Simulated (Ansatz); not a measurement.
A series of calculations on C3H6OSi

## 1. Relaxation

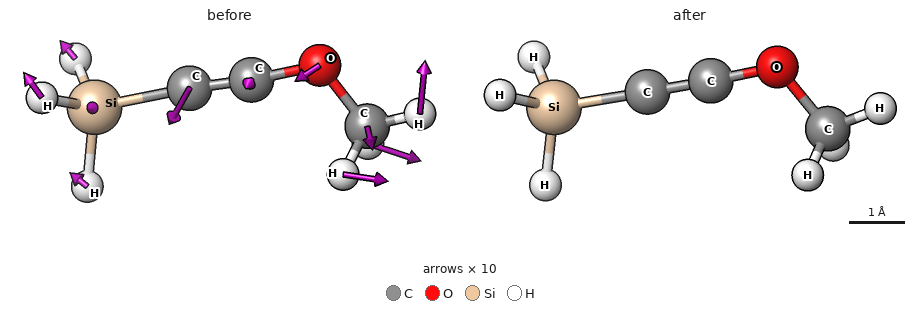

The structure of C3H6OSi before (left) and after (right) a relaxation, at one scale. The purple arrows give the displacements, magnified 10 times.

The picture is a ball-and-stick view, seen at a tilt.

The run prepares an end point of a later path (torsion) calculation, from a guessed geometry.

These are results of RKS PBE-D4/6-31G* (Ansatz 0.2.0), not measurements. (no spin polarisation; force threshold 0.015 eV/Å; at most 40 steps)

> Describe what moved and what it gained.

The energy falls by 44.2 kJ/mol in 7 geometry steps. The largest force component goes from 6.6 to 0.001 eV/Å. The largest moves after the best rigid fit, 0.10 Å, are those of H atoms. Largest moves by element: H 0.10 Å, C 0.10 Å, O 0.06 Å, Si 0.03 Å. Among the contacts that change: C–Si 1.879 → 1.811 Å, C–C 1.172 → 1.231 Å, H–Si 1.448 → 1.501 Å, C–H 1.045 → 1.098 Å. Bond angles that change, for instance: C–C–Si 173.1° → 179.4°, O–C–H 111.6° → 105.5°, O–C–C 173.3° → 178.2°. The run took 20 s on 1 thread of AMD EPYC 7R43 64-Core Processor (Zen 3), on a shared host, peak memory 0.14 GiB.

## 2. Relaxation

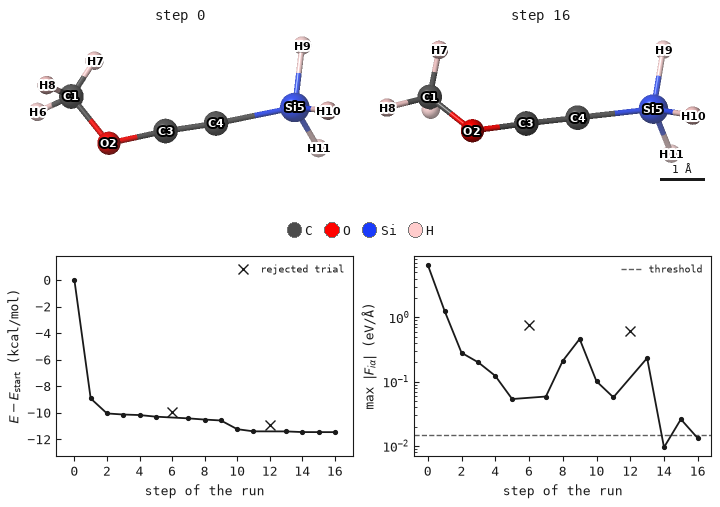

First and last geometry of a relaxation of C3H6OSi, with the history of the run. A ball-and-stick model, seen from a free direction.

The run prepares an end point of a later path (torsion) calculation, from a guessed geometry.

These are results of RKS PBE-D4/6-31G* in Ansatz, not measurements.

Input file:
```yaml
crystal:
  periodic: [false, false, false]
  atoms:
    - { symbol: C, position_ang: [0.1938, -1.8949, 1.6773] }
    - { symbol: O, position_ang: [1.0465, -1.5211, 0.6208] }
    - { symbol: C, position_ang: [2.14123, -2.30769, 0.53385] }
    - { symbol: C, position_ang: [3.07892, -2.97916, 0.3234] }
    - { symbol: Si, position_ang: [4.61933, -4.04814, 0.20824] }
    - { symbol: H, position_ang: [0.0535, -1.0093, 2.3797] }
    - { symbol: H, position_ang: [0.5674, -2.7189, 2.2003] }
    - { symbol: H, position_ang: [-0.8004, -2.0953, 1.255] }
    - { symbol: H, position_ang: [4.58768, -5.15389, 1.243] }
    - { symbol: H, position_ang: [4.60684, -4.72666, -1.12293] }
    - { symbol: H, position_ang: [5.82581, -3.26392, 0.36778] }
basis:
  gaussian: { orbitals: "6-31G*" }
hamiltonian:
  xc: pbe
  dispersion: d4
relax:
  f_tol: 0.015
  max_steps: 40
output:
  orbitals: {}
```

Run as
```bash
ansatz run input.yaml --threads 1 --pin off --max-ram 2048MiB --backend cpu --events-out ev --progress --plain --runs-dir out
```

**What do the curves and the structures tell?**

It converged. The energy falls by 11.5 kcal/mol in 14 accepted moves (16 points after the start). The largest force component goes from 6.5 to 0.013 eV/Å. The line search rejected the trial steps at points 6, 12 of the run. The forces were under the threshold at step 14, but the run went on from there. The largest moves after the best rigid fit, 0.83 Å, are those of H6 and H8. By element the largest moves are H 0.83 Å, O 0.52 Å, C 0.34 Å, Si 0.07 Å. Near-neighbour distances that change, for instance: C4–Si5 1.879 → 1.811 Å, C3–C4 1.172 → 1.231 Å, C1–H7 1.045 → 1.102 Å, Si5–H11 1.448 → 1.502 Å. Bond angles that change, for instance: C3–C4–Si5 173.1° → 179.2°, H6–C1–H8 105.5° → 110.6°, O2–C3–C4 173.3° → 178.3°. Groups turn about C1–O2 by about 60°. Cost: 39 s on 1 thread of AMD EPYC 7R43 64-Core Processor (Zen 3), on a shared host, peak memory 0.14 GiB.

## 3. Path

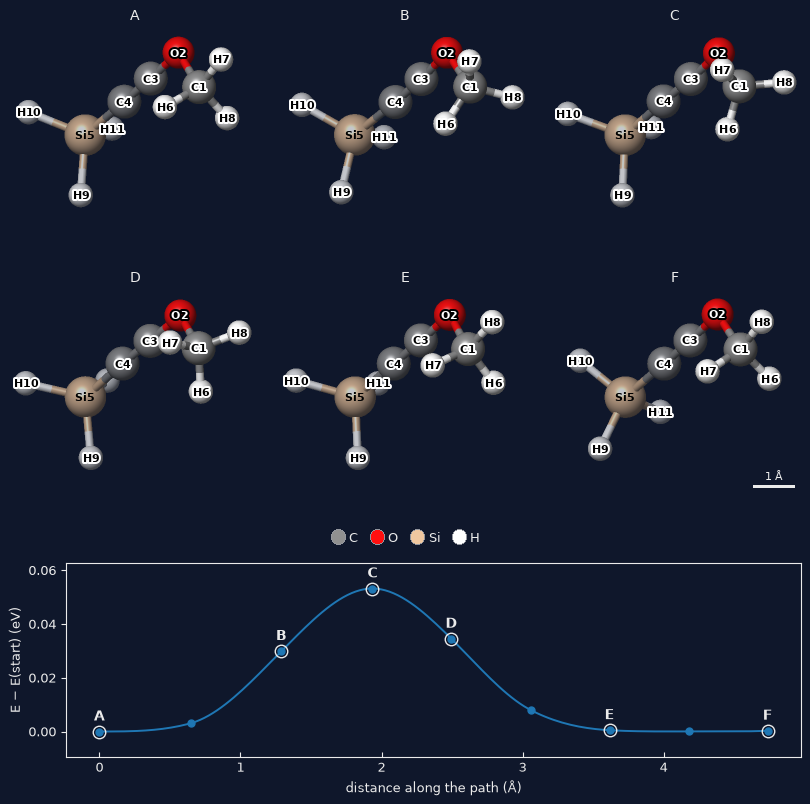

NEB run on C3H6OSi. Images are numbered from 0 (start) to 8 (end). Frames A to F are images 0, 2, 3, 4, 6, 8. The picture is a ball-and-stick view, seen from a free direction.

Theory: RKS PBE-D4/6-31G* in Ansatz 0.2.0. Set-up: 7 movable images; climbing image; force threshold 0.05 eV/Å; iteration limit 60; starting path through a guess of the saddle point.

### What happens along the path, and what is the barrier?

The barrier is about 0.053 eV in both directions, with image 3 at the top; the ends have the same energy. The motion is a rotation about the C1–O2 bond by about 120°, with a turn of about 35° about C3–C4, with a turn of about 420° about C4–Si5. No bond forms or breaks between the ends. Among the angles between lasting bonds that change up to the highest image: O2–C1–H8 109.9° → 107.6°, O2–C1–H7 105.5° → 107.6°. The band converged in 9 iterations. The largest component of the band force went from 15 to 0.044 eV/Å. The climbing image converged on the top of the path. Its vibrational analysis gives one imaginary mode (149i cm⁻¹), as a transition state must have.

The run took 2.4 min on 1 thread of AMD EPYC 7R43 64-Core Processor (Zen 3), on a shared host, peak memory 0.14 GiB.
